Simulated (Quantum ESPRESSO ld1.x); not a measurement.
For Se²⁺ in [Ar] 3d10 4s2 4p2, the spin moment of the 4p shell is fixed at a series of values. Theory: non-relativistic Kohn-Sham, LDA (Slater exchange, Perdew-Wang correlation), spin-polarised, spherical densities, point nucleus (computed with Quantum ESPRESSO ld1.x 7.5). Wanted, and plotted below: the energy and the exchange splitting.

The energy falls with the moment, to −0.915 eV at M = 2 μB, the largest moment run, in line with Hund's first rule (at fractional spins the functional's fractional-spin error adds to the fall). A fit E = −I M²/4 gives an exchange integral I of about 0.91 eV, and the exchange splitting grows nearly in proportion to M, to 1.86 eV (0.93 eV per μB).

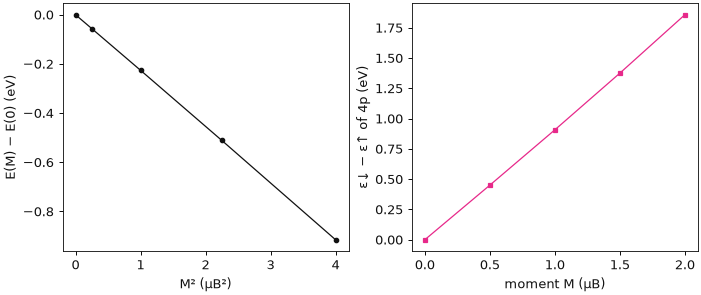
